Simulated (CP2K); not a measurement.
**GFN1-xTB run of SiH3S (SMILES [SiH3][S])**

What is the energy difference between two shapes of SiH3S at GFN1-xTB? The job is set up through an ASE script.

The results are computed with CP2K 2026.2.

3 further runs of the same task are left out: 3 that didn't finish.

### Step 1. The system as given

SiH3S has 5 atoms, charge 0, and is taken as a doublet. As SMILES, `[SiH3][S]`. Geometry: relaxed at GFN2-xTB.

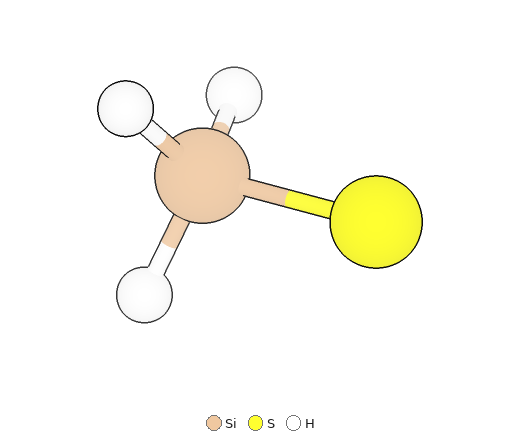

Viewed from a chosen angle; silicon light orange, sulfur yellow, hydrogen white.

### Step 2. Energy and gradient at GFN1-xTB

molecule.xyz

```xyz
5

Si    -0.167770     0.029220    -0.022990
S      1.896460    -0.340120     0.280510
H     -0.884570    -0.664450     1.038200
H     -0.497250    -0.498140    -1.340140
H     -0.346870     1.473500     0.044420
```

run.py

```python
import numpy as np
from ase.io import read
from ase.calculators.cp2k import CP2K

atoms = read("molecule.xyz")
atoms.set_cell([10.8, 10.1, 10.4])
atoms.center()
inp = """
&FORCE_EVAL
  METHOD QS
  &DFT
    MULTIPLICITY 2
    UKS T
    &QS
      METHOD XTB
      EPS_DEFAULT 1.0E-10
      &XTB
        GFN_TYPE 1
        CHECK_ATOMIC_CHARGES F
      &END XTB
    &END QS
    &POISSON
      PERIODIC NONE
      POISSON_SOLVER ANALYTIC
    &END POISSON
    &SCF
      SCF_GUESS ATOMIC
      EPS_SCF 1.0E-06
      MAX_SCF 40
      &OT
        MINIMIZER DIIS
        PRECONDITIONER FULL_SINGLE_INVERSE
      &END OT
      &OUTER_SCF
        EPS_SCF 1.0E-06
        MAX_SCF 10
      &END OUTER_SCF
    &END SCF
    &PRINT
      &MOMENTS
        PERIODIC F
        REFERENCE COM
        MAX_MOMENT 1
      &END MOMENTS
      &MO_CUBES
        NLUMO 5
        NHOMO -1
        WRITE_CUBE F
      &END MO_CUBES
      &HIRSHFELD OFF
      &END HIRSHFELD
    &END PRINT
  &END DFT
  &SUBSYS
  &END SUBSYS
&END FORCE_EVAL
"""
calculator = CP2K(command="cp2k.psmp -s", label="job", inp=inp, basis_set=None, basis_set_file=None, potential_file=None, pseudo_potential=None, xc=None, cutoff=None, max_scf=None, charge=None, uks=False,
            force_eval_method=None, print_level="LOW", poisson_solver=None, stress_tensor=False)
atoms.calc = calculator
print("E / eV:", round(atoms.get_potential_energy(), 6))
forces = atoms.get_forces()
print(np.array2string(forces, precision=5, suppress_small=True))
print("largest force / (eV/A): %.4f" % np.linalg.norm(forces, axis=1).max())
```

Run with:

```console
OMP_NUM_THREADS=1 python run.py
```

What it wrote:

```text
E / eV: -194.632607
[[ 1.70006 -0.44828  0.44076]
 [-1.27666  0.3248  -0.31401]
 [-0.24314  0.15872 -0.19002]
 [-0.08438  0.11183  0.11631]
 [-0.09589 -0.14706 -0.05305]]
largest force / (eV/A): 1.8126
```

job.out:

```text
CP2K| version string:                                       CP2K version 2026.2
 CP2K| Input file name                                                   job.inp

[... 19 lines left out ...]
 *** WARNING in qs_kind_types.F:2330 :: Information provided in the input ***
[... 79 lines left out ...]
  Repulsive potential energy:                                   0.04002087480231
[... 5 lines left out ...]
  Total energy:                                                -7.15261699812037
[... 22 lines left out ...]
  Core Hamiltonian energy:                                     -7.19432827251870
[... 3 lines left out ...]
  Dispersion energy:                                           -0.00121178177237
[... 7 lines left out ...]
 TB_DIPOLE| Dipole type                                             non-periodic
[... 3 lines left out ...]
 TB_DIPOLE| Derivative [a.u.]       0.00000000       0.00000000       0.00000000
[... 39 lines left out ...]
 -------------------------------------------------------------------------------
```

Run time: 1.7 s. Hardware: 1 thread of Intel Xeon 6975P-C (Granite Rapids), shared host; peak memory 0.19 GiB.

### Step 3. The distorted shape at the same level

molecule.xyz

```xyz
5

Si    -0.201199    -0.019817     0.008492
S      1.901763    -0.316260     0.272414
H     -0.887208    -0.674172     1.075795
H     -0.564057    -0.401127    -1.418634
H     -0.366543     1.514735     0.054592
```

run.py

```python
import numpy as np
from ase.io import read
from ase.calculators.cp2k import CP2K

atoms = read("molecule.xyz")
atoms.set_cell([10.8, 10.2, 10.5])
atoms.center()
inp = """
&FORCE_EVAL
   METHOD QS
   &DFT
      MULTIPLICITY 2
      UKS T
      &QS
         METHOD XTB
         EPS_DEFAULT 1.0E-10
         &XTB
            GFN_TYPE 1
            CHECK_ATOMIC_CHARGES F
         &END XTB
      &END QS
      &POISSON
         PERIODIC NONE
         POISSON_SOLVER ANALYTIC
      &END POISSON
      &SCF
         SCF_GUESS ATOMIC
         EPS_SCF 1.0E-06
         MAX_SCF 40
         &OT
            MINIMIZER DIIS
            PRECONDITIONER FULL_SINGLE_INVERSE
         &END OT
         &OUTER_SCF
            EPS_SCF 1.0E-06
            MAX_SCF 10
         &END OUTER_SCF
      &END SCF
      &PRINT
         &MOMENTS
            PERIODIC F
            REFERENCE COM
            MAX_MOMENT 1
         &END MOMENTS
         &MO_CUBES
            NLUMO 5
            NHOMO -1
            WRITE_CUBE F
         &END MO_CUBES
         &HIRSHFELD OFF
         &END HIRSHFELD
      &END PRINT
   &END DFT
   &SUBSYS
   &END SUBSYS
&END FORCE_EVAL
"""
calc = CP2K(command="cp2k.psmp -s", label="molecule", inp=inp, basis_set=None, basis_set_file=None, potential_file=None, pseudo_potential=None, xc=None, cutoff=None, max_scf=None, charge=None, uks=False,
            force_eval_method=None, print_level="LOW", poisson_solver=None, stress_tensor=False)
atoms.calc = calc
e = atoms.get_potential_energy()
f = atoms.get_forces()
print(f"energy = {e:.6f} eV")
print("forces (eV/angstrom):")
for s, v in zip(atoms.get_chemical_symbols(), f):
    print(f"{s:2s} {v[0]:10.5f} {v[1]:10.5f} {v[2]:10.5f}")
```

Run with:

```console
OMP_NUM_THREADS=1 python run.py
```

What it wrote:

```text
energy = -194.496483 eV
forces (eV/angstrom):
Si    2.06876    0.79978   -0.97610
S    -1.76432    0.35576   -0.23083
H    -0.42543   -0.10248    0.06876
H     0.01206    0.14538    1.06912
H     0.10893   -1.19844    0.06905
```

molecule.out:

```text
CP2K| version string:                                       CP2K version 2026.2
 CP2K| Input file name                                              molecule.inp

[... 22 lines left out ...]
 *** WARNING in qs_kind_types.F:2330 :: Information provided in the input ***
[... 75 lines left out ...]
  Core Hamiltonian energy:                                     -7.18203924157556
[... 2 lines left out ...]
  DFTB3 3rd order energy:                                       0.00085545854171
[... 5 lines left out ...]
  outer SCF iter =    1 RMS gradient =   0.97E-06 energy =         -7.1476145293
[... 3 lines left out ...]
 TB_DIPOLE| Ref. Point [Bohr]      10.84615559       8.53664401      10.50472933
[... 2 lines left out ...]
 TB_DIPOLE| Derivative [a.u.]       0.00000000       0.00000000       0.00000000
[... 39 lines left out ...]
 -------------------------------------------------------------------------------
```

Run time: 1.7 s. Hardware: 1 thread of Intel Xeon 6975P-C (Granite Rapids), shared host; peak memory 0.19 GiB.

### Step 4. Summary of results

At GFN1-xTB:

| quantity | value |
| --- | --- |
| first shape: total energy | -7.15262 Eh |
| first shape: dipole moment (from atomic charges alone) | 0.66 D |
| first shape: HOMO energy (highest over α and β) | -11.87 eV |
| first shape: dispersion energy | -3.18 kJ/mol |
| distorted shape: total energy | -7.14761 Eh |
| distorted shape: dipole moment (from atomic charges alone) | 0.72 D |
| distorted shape: HOMO energy (highest over α and β) | -11.77 eV |
| distorted shape: dispersion energy | -3.18 kJ/mol |
| energy change with the atoms displaced | 0.136 eV |

**Reading.** With the atoms displaced the energy rises by 0.14 eV (13.1 kJ/mol). The first shape isn't relaxed at this level, so the change isn't measured from a minimum. The dipole (first shape) comes from point charges on the atoms alone, without atomic dipoles, so it is partial. The dipole (distorted shape) comes from point charges on the atoms alone, without atomic dipoles, so it is partial.
